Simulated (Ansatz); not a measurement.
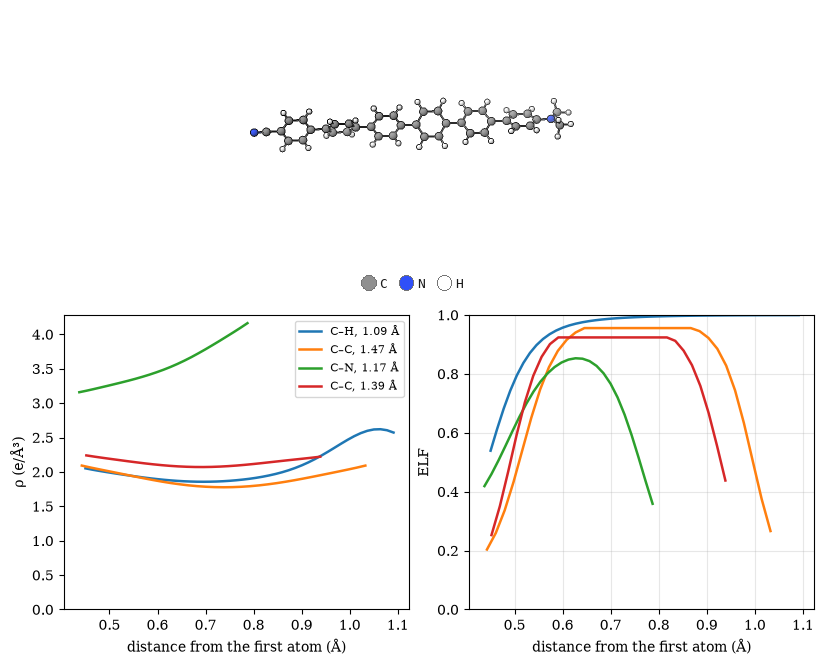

Figure 1: C39H30N2. Total electron density and electron localisation function along straight lines between neighbouring atoms. The curves leave out the atomic cores. The structure is drawn too.

Geometry: r2SCAN-D4/def2-SVP.

Theory: RKS PBE0-D4/def2-SVP (Ansatz).

The calculation's input:

```
crystal:
  periodic: [false, false, false]
  atoms:
    - {symbol: C, position_ang: [12.896519, 1.514360, 0.649858]}
    - {symbol: N, position_ang: [12.183682, 0.282342, 0.896884]}
    - {symbol: C, position_ang: [12.907804, -0.918819, 1.243368]}
    - {symbol: C, position_ang: [10.809921, 0.252444, 0.800982]}
    - {symbol: C, position_ang: [10.075722, -0.931685, 1.064206]}
    - {symbol: C, position_ang: [8.689288, -0.951573, 0.960604]}
    - {symbol: C, position_ang: [7.948027, 0.189931, 0.598947]}
    - {symbol: C, position_ang: [6.477358, 0.157255, 0.493233]}
    - {symbol: C, position_ang: [5.694126, 1.293826, 0.779950]}
    - {symbol: C, position_ang: [4.306108, 1.263388, 0.678461]}
    - {symbol: C, position_ang: [3.626636, 0.094275, 0.284510]}
    - {symbol: C, position_ang: [2.154139, 0.061966, 0.174523]}
    - {symbol: C, position_ang: [1.338317, 0.818331, 1.038841]}
    - {symbol: C, position_ang: [-0.049733, 0.786259, 0.935820]}
    - {symbol: C, position_ang: [-0.691652, -0.000718, -0.039841]}
    - {symbol: C, position_ang: [-2.164318, -0.033993, -0.151386]}
    - {symbol: C, position_ang: [-2.986640, 0.075179, 0.987073]}
    - {symbol: C, position_ang: [-4.374352, 0.038873, 0.881981]}
    - {symbol: C, position_ang: [-5.008015, -0.103555, -0.367525]}
    - {symbol: C, position_ang: [-6.480314, -0.142804, -0.479851]}
    - {symbol: C, position_ang: [-7.274545, -0.721551, 0.529635]}
    - {symbol: C, position_ang: [-8.661905, -0.759691, 0.423734]}
    - {symbol: C, position_ang: [-9.321480, -0.224303, -0.699481]}
    - {symbol: C, position_ang: [-10.793218, -0.268509, -0.814288]}
    - {symbol: C, position_ang: [-11.419079, -0.417055, -2.068867]}
    - {symbol: C, position_ang: [-12.804152, -0.460198, -2.184406]}
    - {symbol: C, position_ang: [-13.611239, -0.354933, -1.034453]}
    - {symbol: C, position_ang: [-15.035633, -0.398711, -1.145545]}
    - {symbol: N, position_ang: [-16.197622, -0.434388, -1.236120]}
    - {symbol: C, position_ang: [-13.000277, -0.205764, 0.226221]}
    - {symbol: C, position_ang: [-11.613999, -0.164046, 0.327239]}
    - {symbol: C, position_ang: [-8.528887, 0.353775, -1.709897]}
    - {symbol: C, position_ang: [-7.141862, 0.395283, -1.601295]}
    - {symbol: C, position_ang: [-4.186728, -0.209135, -1.506573]}
    - {symbol: C, position_ang: [-2.799070, -0.177380, -1.400698]}
    - {symbol: C, position_ang: [0.123049, -0.755738, -0.905616]}
    - {symbol: C, position_ang: [1.510804, -0.726614, -0.799617]}
    - {symbol: C, position_ang: [4.406926, -1.042816, -0.001691]}
    - {symbol: C, position_ang: [5.794854, -1.011910, 0.099955]}
    - {symbol: C, position_ang: [8.682321, 1.363937, 0.342292]}
    - {symbol: C, position_ang: [10.069081, 1.404687, 0.434761]}
    - {symbol: H, position_ang: [13.970362, 1.348454, 0.802502]}
    - {symbol: H, position_ang: [12.577550, 2.321769, 1.335332]}
    - {symbol: H, position_ang: [12.753334, 1.880184, -0.384764]}
    - {symbol: H, position_ang: [13.984452, -0.707584, 1.236419]}
    - {symbol: H, position_ang: [12.641569, -1.292074, 2.250506]}
    - {symbol: H, position_ang: [12.718413, -1.737352, 0.524205]}
    - {symbol: H, position_ang: [10.590526, -1.844671, 1.367098]}
    - {symbol: H, position_ang: [8.163080, -1.880387, 1.200487]}
    - {symbol: H, position_ang: [6.184319, 2.215244, 1.107025]}
    - {symbol: H, position_ang: [3.735272, 2.171890, 0.891798]}
    - {symbol: H, position_ang: [1.802388, 1.428513, 1.818892]}
    - {symbol: H, position_ang: [-0.650120, 1.399760, 1.613798]}
    - {symbol: H, position_ang: [-2.527522, 0.170469, 1.975107]}
    - {symbol: H, position_ang: [-4.981663, 0.142000, 1.785853]}
    - {symbol: H, position_ang: [-6.791740, -1.184153, 1.394954]}
    - {symbol: H, position_ang: [-9.244054, -1.251814, 1.208143]}
    - {symbol: H, position_ang: [-10.805429, -0.529132, -2.966678]}
    - {symbol: H, position_ang: [-13.274569, -0.586486, -3.162609]}
    - {symbol: H, position_ang: [-13.623487, -0.113240, 1.119069]}
    - {symbol: H, position_ang: [-11.155118, -0.019314, 1.308906]}
    - {symbol: H, position_ang: [-9.010767, 0.815302, -2.576590]}
    - {symbol: H, position_ang: [-6.559010, 0.888259, -2.384329]}
    - {symbol: H, position_ang: [-4.644661, -0.338711, -2.491412]}
    - {symbol: H, position_ang: [-2.191888, -0.246354, -2.307681]}
    - {symbol: H, position_ang: [-0.341628, -1.392851, -1.663648]}
    - {symbol: H, position_ang: [2.112679, -1.313332, -1.499354]}
    - {symbol: H, position_ang: [3.913739, -1.974851, -0.292897]}
    - {symbol: H, position_ang: [6.367389, -1.909784, -0.149618]}
    - {symbol: H, position_ang: [8.155179, 2.269868, 0.028388]}
    - {symbol: H, position_ang: [10.581423, 2.340177, 0.205184]}
basis:
  gaussian: {orbitals: def2-SVP, fitting: {mean_field: def2-universal-jkfit}, initial_orbitals: start.molden}
hamiltonian: {xc: pbe0, dispersion: d4}
scf: {omitted_lower_state_checks: [starts]}
output: {orbitals: {seedname: orbitals}}
```

Command:

```sh
ansatz run in.yaml --threads 2 --pin off --events-out ev --progress --plain --max-ram 32768MiB --backend cuda --devices 0, --max-vram 18GiB
```

What can be read from the curves?

C–H (1.09 Å): ρ at the midpoint is about 1.9 e/Å³; the ELF climbs to about 1 towards the hydrogen, as it does in any bond to H; an ordinary covalent bond to hydrogen.
C–C (1.47 Å): the density is about 1.8 e/Å³ at the midpoint; the ELF peaks at about 0.95 between the atoms: a shared electron pair.
C–N (1.17 Å): ρ is about 3.4 e/Å³ halfway; the ELF peaks at about 0.85 between the atoms; a multiple bond.
C–C (1.39 Å): ρ is about 2.1 e/Å³ halfway; the ELF peaks at about 0.90 between the atoms, as expected for a covalent bond.
